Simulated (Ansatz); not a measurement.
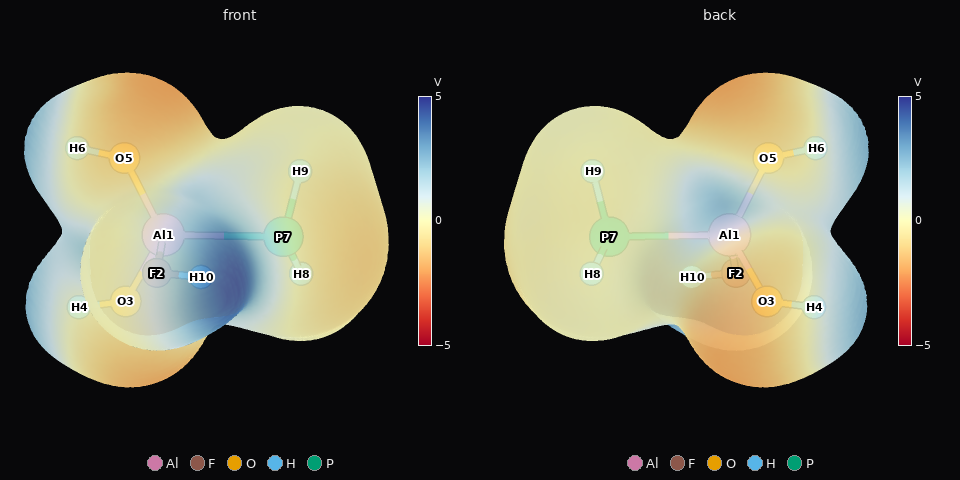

*AlFH₅O₂P. The electrostatic potential painted on the density surface at 0.002 e/bohr³, seen from the front and from behind; the colour scale runs from red (negative) to blue (positive).*

Level of theory: RHF/6-31G* (Ansatz 0.2.0).

The calculation's input:

```
crystal:
  periodic: [false, false, false]
  atoms:
    - { symbol: Al, position_ang: [0.186621, 0.525176, -0.221798] }
    - { symbol: F, position_ang: [-0.348002, -0.223244, 2.510653] }
    - { symbol: O, position_ang: [1.552083, -0.429706, -0.513742] }
    - { symbol: H, position_ang: [1.58942, -1.306392, -0.857097] }
    - { symbol: O, position_ang: [-1.352618, 0.206801, -0.846198] }
    - { symbol: H, position_ang: [-1.673695, -0.587733, -1.237918] }
    - { symbol: P, position_ang: [0.435736, 2.467913, 0.975973] }
    - { symbol: H, position_ang: [1.737234, 2.82197, 0.608305] }
    - { symbol: H, position_ang: [-0.251405, 3.390294, 0.182209] }
    - { symbol: H, position_ang: [-0.309874, 0.667321, 2.732014] }
basis:
  gaussian: { orbitals: "6-31G*" }
hamiltonian:
  xc: hf
relax:
  f_tol: 0.03
  max_steps: 50
output:
  orbitals: {}
```

Command:

```sh
ansatz run input.yaml --threads 1 --pin off --max-ram 2048MiB --backend cpu --events-out ev --progress --plain --runs-dir out
```

The fields are those of the run's last geometry, not of the input's.

Q: Which sites attract a positive test charge, and which a negative one?

A: A positive charge is drawn to the negative regions and a negative charge to the positive ones. The most negative region (about −1.9 V, or −44 kcal/mol for a unit charge) lies over O3 and O5, the most positive (about +4.4 V, or +101 kcal/mol for a unit charge) over H10.
